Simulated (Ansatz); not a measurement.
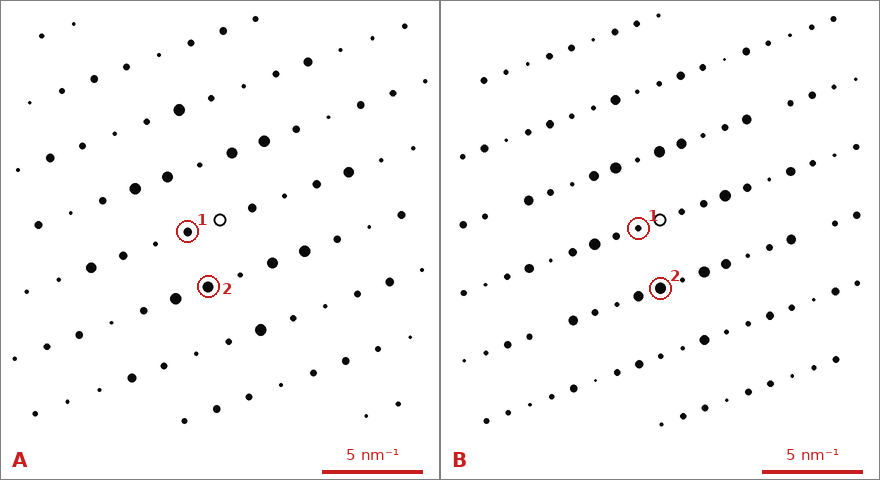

Kinematic electron diffraction patterns (300 kV, B = 0.5 Å², same scale) along [1-10] of the run's own cell, for the start and the end of one relaxation of Tl4Zn with DFT, PAW plane waves, pbe (Ansatz 0.2.0). k mesh 7×7×7. The start is a generated model structure, and the relaxation ends in the nearest stationary point of its symmetry, not necessarily the ground state. Spot 1 is 0 0 -1 and spot 2 is 1 1 0 in both.

Start structure:

```
CELL_PARAMETERS angstrom
0.00000 4.79624 0.00000
4.79624 0.00000 0.00000
2.39812 2.39812 -5.78581
ATOMIC_POSITIONS crystal
Zn 0.00000 0.00000 0.00000
Tl 0.75000 0.25000 0.50000
Tl 0.25000 0.75000 0.50000
Tl 0.38299 0.38299 0.23402
Tl 0.61701 0.61701 0.76598
```

Which pattern belongs to the start structure, and which to the relaxed one?

A is the start: its cell gives d(1) = 5.786 Å, d(2) = 2.926 Å and an angle of 59.6°. B is the relaxed structure, with d(1) = 8.550 Å (+47.8 %), d(2) = 2.920 Å (-0.2 %) and 70.0°.

Name reflections whose intensity changes strongly on relaxation.

1 1 -5 fades out of sight; 0 0 6 goes from 0.87 to 44 % of the strongest spot; 1 1 -3 goes from 0.28 to 12 % of the strongest spot; 1 1 -2 goes from 17 to 1.8 % of the strongest spot.

Summarise the relaxation behind the change.

The volume changed by +24.0 % to 33.00 Å³ an atom; with the mean shift removed, the atoms moved by up to 0.43 Å relative to the cell (Tl most); the space group stayed I4/mmm (No. 139); the free energy fell by 350 meV an atom. Relaxed cell: a = 4.393 Å, b = 4.393 Å, c = 9.097 Å, α = 76.03°, β = 76.03°, γ = 90.00°.
